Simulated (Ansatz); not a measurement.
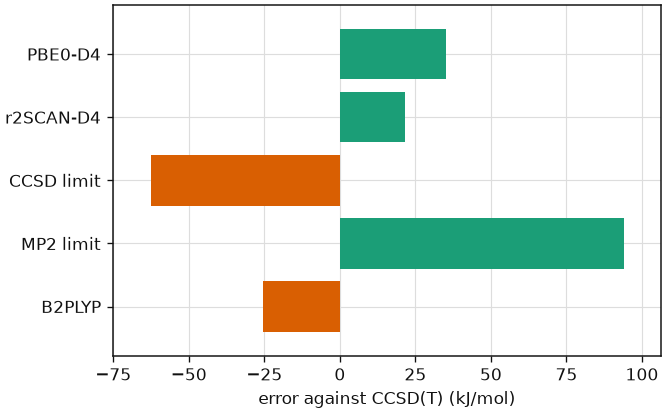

Error in the electronic atomisation energy (method less reference, so positive means overbinding) of C₃H₄F₂, SMILES F/C=C/CF: functionals in def2-TZVPP against frozen-core CCSD(T) at the limit (MP2 extrapolated from triple and quadruple zeta, plus CCSD(T) less MP2 in a smaller set), which gives 3657.8 kJ/mol, at a PBE0-D4/def2-TZVP geometry (no frequency check), no zero-point or spin-orbit term, the Ansatz code. The reference leaves out core correlation, a term that grows with the number of heavy atoms. B2PLYP holds a correlation term that converges slowly with the basis, so part of the distance to the limit is basis error. No dispersion term is added to B2PLYP. Limit means the basis limit.

Question: Which of these levels overbind, and which underbind?

Answer: Overbind: PBE0-D4 and MP2 limit. Underbind: CCSD limit and B2PLYP. Within 25 kJ/mol of zero, too close to call in view of what the reference leaves out: r2SCAN-D4.

Question: Give the values.

Answer:
| level | kJ/mol |
| --- | --- |
| PBE0-D4 | 35.2 |
| r2SCAN-D4 | 21.4 |
| CCSD limit | −62.7 |
| MP2 limit | 93.9 |
| B2PLYP | −25.5 |

Limits of at least one run: one conformer of a flexible molecule.
